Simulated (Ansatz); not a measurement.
Ge₂Sb₂Te₅ (Ge2Sb2Te5-Kooi type, space group P-3m1)

```xyz
9
Lattice="4.2936 0.0000 0.0000 -2.1468 3.7184 0.0000 0.0000 0.0000 17.6359" Properties=species:S:1:pos:R:3 pbc="T T T"
Te     0.0000     0.0000     0.0000
Ge     2.1468     1.2395     1.7325
Ge     0.0000     2.4789    15.9034
Te     0.0000     2.4789     3.4230
Te     2.1468     1.2395    14.2129
Sb     0.0000     0.0000     5.4572
Sb     0.0000     0.0000    12.1787
Te     2.1468     1.2395     7.1674
Te     0.0000     2.4789    10.4685
```

E(V) scan at fixed shape, V₀ the volume above. The atoms relax within the cell's symmetry.

Level of theory: PBE (plane waves to 420 eV, PAW, scalar-relativistic; Ansatz, an electronic-structure program). k mesh 9×9×2 (Γ-centred), Fermi-Dirac smearing 0.05 eV. Energies are smeared free energies. With the shape held, the modulus is that of even scaling; a crystal free to change shape is softer. Ge2Sb2Te5 was relaxed with its symmetry unable to fall. Spin-orbit coupling is left out, though Sb and Te are heavy. The PAW data are Ansatz's earlier set. ΔE is measured from the relaxed starting cell.

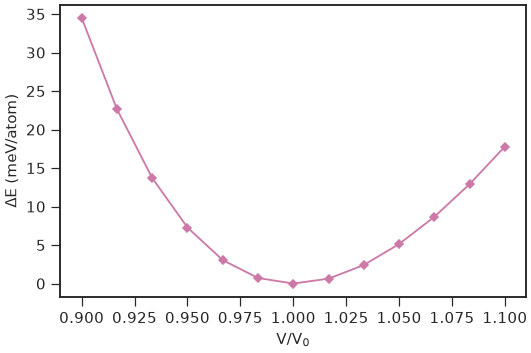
Figure: ΔE (meV/atom) against V/V₀; markers are the computed points, lines only join them.

What is ΔE at V/V₀ = 1.100?

About 18 meV/atom.

What is ΔE at V/V₀ = 0.900?

About 35 meV/atom.

What bulk modulus at fixed cell shape B₀ follows from a third-order Birch-Murnaghan fit?

About 25 GPa.

(A scan under strain: stresses follow from slopes of the energy per volume, elastic moduli from its curvatures.)
